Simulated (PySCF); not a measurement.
Molecule: C2H6OSe, SMILES CO[Se]C, singlet. Atoms near the plane z = 0.8 Å, at the CAM-B3LYP/def2-SVP optimised geometry (x, y, z in Å): Se1 (-0.9, -1.2, 0.0), C2 (1.0, -1.2, 0.0), H3 (1.3, -2.3, -0.1), H4 (1.4, -0.8, 0.9), O6 (-1.2, 0.6, 0.0), C7 (-1.2, 1.2, 1.3), H8 (-0.2, 1.1, 1.8), H9 (-1.4, 2.3, 1.1).

Method: CAM-B3LYP/def2-TZVP in PySCF 2.14.0. The values are rescaled to run from 0 to 1.

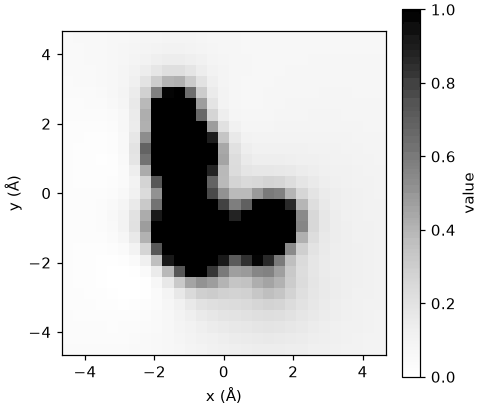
Fig. 1. a field on the plane z = 0.8 Å.

### Question
Which quantity is mapped?
(A) Laplacian of the electron density
(B) deformation density (molecule minus spherical neutral atoms)
(C) electron localisation function
(D) electrostatic potential

### Answer
D, electrostatic potential. In full: electrostatic potential (hartree/e), clipped to [-0.08, 0.12].
